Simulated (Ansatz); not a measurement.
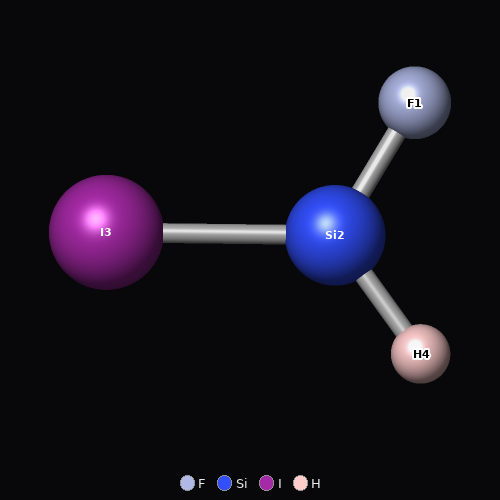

The system is FHISi, SMILES F[SiH+]I, charge +1; the picture shows the reference structure. The first coordinate is: umbrella angle at Si2 (between each of its bonds and their common axis; 90 is planar); the second: change of the bonds Si2–F1, Si2–I3, Si2–H4, all alike. Nothing is relaxed (all other coordinates rigid). The grid has 13 × 13 points; 91 points were computed and 78 follow by symmetry. Points are written as (first, second). All energies are given in kcal/mol relative to the lowest grid point. The calculation used RKS PBE-D4/def2-TZVP (Ansatz 0.2.0).

Its coordinates:

```xyz
4

F    -1.2766   -0.2961    0.9524
Si   -0.1386    0.0718   -0.0583
I     2.0168   -0.6874    0.2926
H    -0.6015    0.9117   -1.1867
```

Range: umbrella angle at Si2 (between each of its bonds and their common axis; 90 is planar) from 66 to 114°; change of the bonds Si2–F1, Si2–I3, Si2–H4, all alike from −0.196 to 0.304 Å.

What landscape does the calculation give?

Answer. The lowest grid point is at (90°, 0.012 Å). No other kind of well shows on this grid. The highest grid point, (66°, −0.196 Å), lies 83.7 kcal/mol above the lowest. Round the minimum the two coordinates are nearly uncoupled.

```tsv
second ↓, first →	66	70	74	78	82	86	90	94	98	102	106	110	114
0.304	63.0	58.6	54.9	52.0	49.8	48.6	48.1	48.6	49.8	52.0	54.9	58.6	63.0
0.262	54.4	49.5	45.5	42.3	40.0	38.6	38.1	38.6	40.0	42.3	45.5	49.5	54.4
0.220	46.3	41.0	36.6	33.2	30.7	29.2	28.7	29.2	30.7	33.2	36.6	41.0	46.3
0.179	39.3	33.6	28.8	25.1	22.4	20.8	20.3	20.8	22.4	25.1	28.8	33.6	39.3
0.137	33.3	27.0	21.9	17.9	15.0	13.3	12.7	13.3	15.0	17.9	21.9	27.0	33.3
0.095	28.7	21.9	16.3	12.0	9.0	7.1	6.5	7.1	9.0	12.0	16.3	21.9	28.7
0.054	26.0	18.7	12.7	8.1	4.8	2.8	2.2	2.8	4.8	8.1	12.7	18.7	26.0
0.012	25.7	17.7	11.3	6.4	2.8	0.7	0.0	0.7	2.8	6.4	11.3	17.7	25.7
−0.030	28.3	19.7	12.8	7.5	3.7	1.4	0.7	1.4	3.7	7.5	12.8	19.7	28.3
−0.071	34.4	25.1	17.7	12.0	8.0	5.6	4.8	5.6	8.0	12.0	17.7	25.1	34.4
−0.113	45.0	35.1	27.2	21.1	16.8	14.2	13.4	14.2	16.8	21.1	27.2	35.1	45.0
−0.155	61.3	50.6	42.1	35.6	31.0	28.3	27.4	28.3	31.0	35.6	42.1	50.6	61.3
−0.196	83.7	72.2	63.1	56.2	51.3	48.4	47.4	48.4	51.3	56.2	63.1	72.2	83.7
```

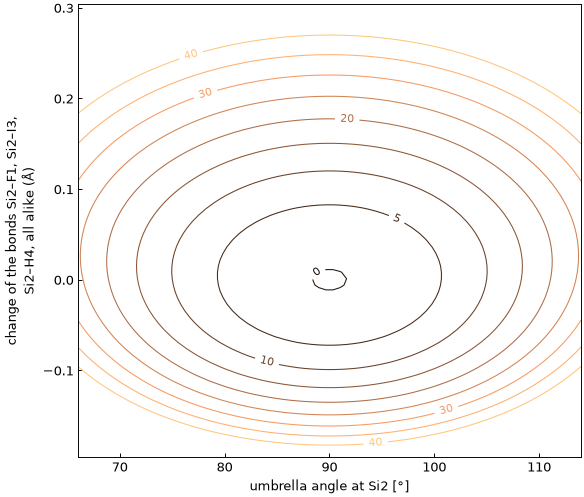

In the figure: contour lines labelled in kcal/mol (none above 40). Between grid points the surface is interpolated.

Each point was launched as `ansatz run input.yaml --threads 1 --pin off --max-ram 2048MiB --backend cpu --events-out ev --progress --plain --runs-dir out`. The whole map (91 points run) took 4.3 min on 1 thread of Intel(R) Xeon(R) Platinum 8375C CPU @ 2.90GHz (Ice Lake), with other jobs on the host.
